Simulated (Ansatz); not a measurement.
## Nudged elastic band of Si$_{5}$H$_{13}$Cl (part 2 of 2)

The same run, continued: Si$_{5}$H$_{13}$Cl; RKS PBE0-D4/def2-SVP (Ansatz 0.2.0). 

Geometry of the input (Å):
```
Si -0.8204  2.8917  1.9041
Cl -2.5923  2.0488  1.2911
H  -0.8270  -0.7471  1.1633
Si -0.0383  -0.9234  -0.0892
Si -0.5844  0.7358  -1.6427
Si 2.2430  -0.7906  0.4014
Si -0.5075  -3.0203  -1.0094
H  0.2414  1.8628  1.8225
H  -0.5088  4.0323  1.0138
H  -0.9882  3.3520  3.3013
H  -0.2178  2.0879  -1.1398
H  -2.0331  0.7174  -1.9725
H  0.1930  0.4818  -2.8867
H  2.5899  0.5445  0.9605
H  2.6360  -1.8337  1.3870
H  3.0277  -0.9967  -0.8459
H  -1.9512  -3.1371  -1.3492
H  -0.1513  -4.1062  -0.0565
H  0.2894  -3.2001  -2.2531
```

**The last band as extended XYZ (Å, eV, eV/Å)**
```
19
Properties=species:S:1:pos:R:3:forces:R:3 image=0 energy=-52086.36415
Si   -0.8204    2.8917    1.9041    0.0962   0.0431   0.0179
Cl   -2.5923    2.0488    1.2911   -0.2617  -0.1707  -0.1212
H    -0.8270   -0.7471    1.1633   -0.0774   0.0253   0.1059
Si   -0.0383   -0.9234   -0.0892    0.0032   0.0167  -0.0017
Si   -0.5844    0.7358   -1.6427   -0.0242  -0.0167   0.0520
Si    2.2430   -0.7906    0.4014   -0.0484  -0.0054  -0.0137
Si   -0.5075   -3.0203   -1.0094    0.0133   0.0441   0.0168
H     0.2414    1.8628    1.8225    0.1308  -0.1043  -0.0005
H    -0.5088    4.0323    1.0138    0.0544   0.1305  -0.0731
H    -0.9882    3.3520    3.3013    0.0097   0.0598   0.1451
H    -0.2178    2.0879   -1.1398    0.0517   0.1248   0.0544
H    -2.0331    0.7174   -1.9725   -0.1375  -0.0127  -0.0303
H     0.1930    0.4818   -2.8867    0.0805  -0.0325  -0.1155
H     2.5899    0.5445    0.9605    0.0250   0.1341   0.0521
H     2.6360   -1.8337    1.3870    0.0307  -0.1050   0.0953
H     3.0277   -0.9967   -0.8459    0.0723  -0.0213  -0.1273
H    -1.9512   -3.1371   -1.3492   -0.1397  -0.0009  -0.0306
H    -0.1513   -4.1062   -0.0565    0.0389  -0.0971   0.0971
H     0.2894   -3.2001   -2.2531    0.0821  -0.0118  -0.1226
19
Properties=species:S:1:pos:R:3:forces:R:3 image=1 energy=-52086.35261
Si   -1.1744    2.6752    1.9626   -0.0061  -0.0005   0.0002
Cl   -2.6620    1.6820    0.9132    0.0018   0.0234  -0.0072
H    -0.4482   -0.3875    1.2497   -0.0051  -0.0008   0.0013
Si    0.1653   -0.7473   -0.0665    0.0045  -0.0003  -0.0147
Si   -0.3121    0.8334   -1.7349   -0.0018  -0.0002   0.0043
Si    2.4903   -0.8928    0.1985   -0.0058  -0.0061   0.0079
Si   -0.7054   -2.8103   -0.7582    0.0115  -0.0081   0.0001
H     0.1465    2.2836    1.3993    0.0061   0.0077   0.0083
H    -1.3944    4.1384    1.8080    0.0058   0.0093   0.0042
H    -1.2631    2.2847    3.3959   -0.0057  -0.0022   0.0013
H     0.0511    2.2185   -1.3033   -0.0065  -0.0001   0.0012
H    -1.7483    0.7946   -2.1393   -0.0028  -0.0067  -0.0050
H     0.5250    0.4853   -2.9270    0.0023  -0.0029   0.0070
H     3.0715    0.4566    0.4839   -0.0039   0.0000   0.0024
H     2.8376   -1.8091    1.3288    0.0016  -0.0040  -0.0065
H     3.1081   -1.4209   -1.0566    0.0001   0.0020  -0.0088
H    -2.1550   -2.6671   -1.0964   -0.0025  -0.0051   0.0048
H    -0.5583   -3.8374    0.3183    0.0081  -0.0104  -0.0011
H     0.0258   -3.2799   -1.9760   -0.0017   0.0050   0.0003
19
Properties=species:S:1:pos:R:3:forces:R:3 image=2 energy=-52086.13017
Si   -1.2523    2.0913    1.8357   -0.0988   0.0292   0.0307
Cl   -2.7195    0.7125    1.3131   -0.0246   0.1439  -0.0560
H    -0.2631   -0.1867    1.1088    0.1145  -0.0639  -0.0168
Si    0.3198   -0.5879   -0.2061    0.0009  -0.0282  -0.0178
Si   -0.1260    1.0258   -1.8617    0.0220  -0.0403   0.0223
Si    2.5953   -0.7480    0.2976    0.0151  -0.0313  -0.0154
Si   -0.8805   -2.5384   -0.6735    0.0227  -0.0187   0.0119
H    -0.1192    2.1183    0.8690   -0.1228   0.0399  -0.0182
H    -1.9157    3.4160    1.8167   -0.0457   0.1396   0.1374
H    -0.7355    1.7210    3.1822   -0.0264   0.0526   0.0030
H     0.5947    2.3113   -1.6041    0.0174  -0.0246   0.0066
H    -1.5940    1.3026   -1.9363    0.0120  -0.0118   0.0279
H     0.3298    0.4918   -3.1838   -0.0077  -0.0131   0.0142
H     3.1682    0.6345    0.3578    0.0056  -0.0227  -0.0137
H     2.7257   -1.3661    1.6537    0.0383  -0.0358  -0.0272
H     3.3639   -1.5527   -0.6956    0.0457  -0.0149  -0.0316
H    -2.2325   -2.1407   -1.1771    0.0181  -0.0210  -0.0012
H    -1.0465   -3.3063    0.5982    0.0095  -0.0489  -0.0254
H    -0.2126   -3.3983   -1.6946    0.0043  -0.0299  -0.0305
19
Properties=species:S:1:pos:R:3:forces:R:3 image=3 energy=-52084.15041
Si   -0.6684    1.5029    1.5607   -0.0076  -0.0016   0.0043
Cl   -2.6684   -0.1686    1.7222    0.0100   0.0057   0.0005
H    -0.9793   -0.0676    1.0080   -0.0075  -0.0073  -0.0017
Si    0.1869   -0.2592   -0.2000   -0.0032   0.0020  -0.0042
Si   -0.1472    1.2361   -1.9742    0.0007  -0.0025   0.0007
Si    2.4081   -0.5311    0.4891   -0.0013  -0.0004   0.0034
Si   -0.9803   -2.2706   -0.5721    0.0039   0.0034  -0.0104
H     0.6856    2.0579    1.1679    0.0013   0.0008  -0.0008
H    -1.6470    2.4309    0.9443    0.0005   0.0019   0.0006
H    -0.5757    1.3276    3.0301    0.0024  -0.0005   0.0005
H     0.5334    2.5354   -1.6974    0.0006  -0.0001   0.0003
H    -1.6153    1.4440   -2.1438    0.0002   0.0010  -0.0019
H     0.4250    0.6198   -3.2095    0.0009  -0.0008  -0.0003
H     3.1011    0.7895    0.5367   -0.0001   0.0003  -0.0016
H     2.4318   -1.1707    1.8384   -0.0001   0.0022   0.0013
H     3.0890   -1.4235   -0.4974   -0.0002  -0.0016   0.0014
H    -2.3261   -1.9597   -1.1278   -0.0003  -0.0006   0.0043
H    -1.0612   -3.0379    0.7014    0.0021  -0.0039   0.0039
H    -0.1920   -3.0550   -1.5764   -0.0023   0.0020  -0.0002
19
Properties=species:S:1:pos:R:3:forces:R:3 image=4 energy=-52085.57328
Si   -0.3533    1.5912    1.4278    0.0687   0.0213   0.0006
Cl   -3.1294   -0.3697    1.7180   -0.0675  -0.0572   0.0135
H    -1.8545   -0.4398    1.4892   -0.1825  -0.0775   0.0997
Si    0.2015   -0.0986   -0.1351    0.0307   0.0627   0.0190
Si   -0.0029    1.2110   -2.0676    0.0156  -0.0131  -0.0178
Si    2.4200   -0.5904    0.4389   -0.0011  -0.0028  -0.0076
Si   -0.9724   -2.1065   -0.5201    0.0052  -0.0077   0.0143
H     0.8712    2.4443    1.3591    0.0247   0.0778   0.0301
H    -1.5329    2.3870    0.9777    0.0055  -0.0145   0.0013
H    -0.5434    1.1441    2.8414    0.0108  -0.0328  -0.0415
H     0.6794    2.5223   -1.8357    0.0123  -0.0089  -0.0281
H    -1.4634    1.4624   -2.2765    0.0216  -0.0015  -0.0234
H     0.5652    0.5589   -3.2850    0.0157  -0.0126  -0.0156
H     3.2077    0.6794    0.4916    0.0150  -0.0090  -0.0146
H     2.4304   -1.2131    1.8007    0.0094  -0.0018  -0.0220
H     3.0580   -1.5354   -0.5267   -0.0050  -0.0012  -0.0185
H    -2.2911   -1.8414   -1.1644   -0.0092   0.0166   0.0086
H    -1.1653   -2.9038    0.7293    0.0055   0.0279  -0.0025
H    -0.1249   -2.9017   -1.4627    0.0245   0.0344   0.0046
19
Properties=species:S:1:pos:R:3:forces:R:3 image=5 energy=-52085.72070
Si   -0.3295    1.5791    1.4797    0.0179  -0.0211   0.0097
Cl   -3.3045   -0.3074    1.9288    0.0025  -0.0140   0.0193
H    -2.8435   -0.5269    0.7458   -0.1105   0.0014  -0.0480
Si    0.3124   -0.0231   -0.1141   -0.0011   0.0200   0.0092
Si    0.1100    1.1648   -2.1241    0.0212  -0.0047  -0.0109
Si    2.5222   -0.5809    0.4174    0.0148   0.0077  -0.0062
Si   -0.8835   -2.0232   -0.3630   -0.0196   0.0132   0.0357
H     0.8002    2.5638    1.4494   -0.0186   0.0084   0.0171
H    -1.5747    2.2876    1.0599   -0.0162  -0.0142   0.0174
H    -0.4620    1.0380    2.8620    0.0064  -0.0100   0.0040
H     0.7661    2.5007   -1.9765    0.0141  -0.0030  -0.0202
H    -1.3489    1.3803   -2.3864    0.0195  -0.0038  -0.0078
H     0.7068    0.4452   -3.2897    0.0122  -0.0143  -0.0055
H     3.3613    0.6554    0.4524    0.0207  -0.0021  -0.0076
H     2.5374   -1.2134    1.7740    0.0140   0.0019  -0.0155
H     3.0968   -1.5462   -0.5686    0.0032   0.0024  -0.0149
H    -2.2800   -1.7344   -0.8348    0.0045   0.0033   0.0148
H    -0.9777   -2.8122    0.9011    0.0275   0.0109   0.0072
H    -0.2090   -2.8472   -1.4134   -0.0124   0.0180   0.0022
19
Properties=species:S:1:pos:R:3:forces:R:3 image=6 energy=-52085.76994
Si   -0.4715    1.4521    1.5726   -0.0258  -0.0505  -0.0190
Cl   -3.6713   -0.8803    2.1156    0.0190   0.0778   0.1490
H    -3.3557   -1.3043    0.9464    0.0280  -0.0637  -0.1754
Si    0.3934    0.1370   -0.1563   -0.0102  -0.0050   0.0142
Si    0.2762    1.3117   -2.1725    0.0049  -0.0252   0.0422
Si    2.6259   -0.3821    0.2990   -0.0476   0.0118  -0.0099
Si   -0.7812   -1.8651   -0.3969   -0.0120   0.0495   0.0221
H     0.4044    2.6446    1.7359    0.0913   0.1118   0.0040
H    -1.8460    1.9091    1.2422   -0.1315   0.0383  -0.0436
H    -0.4917    0.6911    2.8486    0.0113  -0.0785   0.1143
H     1.0246    2.5928   -2.0645    0.0759   0.1232   0.0199
H    -1.1414    1.6129   -2.5096   -0.1419   0.0256  -0.0250
H     0.8667    0.5036   -3.2734    0.0590  -0.0859  -0.1016
H     3.4277    0.8660    0.4095    0.0709   0.1285   0.0093
H     2.7304   -1.1338    1.5785    0.0005  -0.0737   0.1273
H     3.1907   -1.2192   -0.7937    0.0480  -0.0817  -0.1122
H    -2.2170   -1.5919   -0.7115   -0.1197   0.0395  -0.0289
H    -0.7361   -2.6750    0.8493    0.0147  -0.0705   0.1232
H    -0.2279   -2.6690   -1.5191    0.0654  -0.0711  -0.1097
```

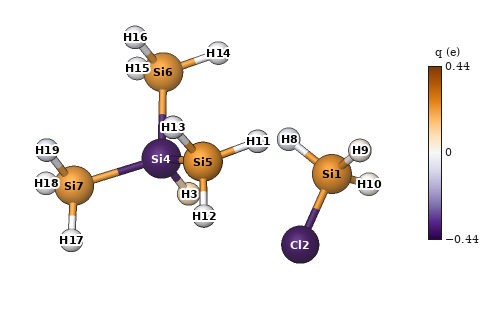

**Figure 1.** Mulliken charges, as the colour of each atom (ball-and-stick view, seen at a tilt; atoms are numbered from 1 in the order of the input; Mulliken charges depend strongly on the basis). By element: Si −0.41 to +0.27, Cl −0.42 and H −0.08 to +0.10 e.

**Key numbers**

| quantity | value |
| --- | --- |
| outcome | converged |
| barrier, forward | 2.214 eV |
| barrier, backward | 1.619 eV |
| dipole moment (one image of the band) | 4.12 D |
| hardware | 4 CPU threads, shared host |
| wall time | 4.2 min (CPU time 6.7 min) |
| peak memory | 1.2 GiB |
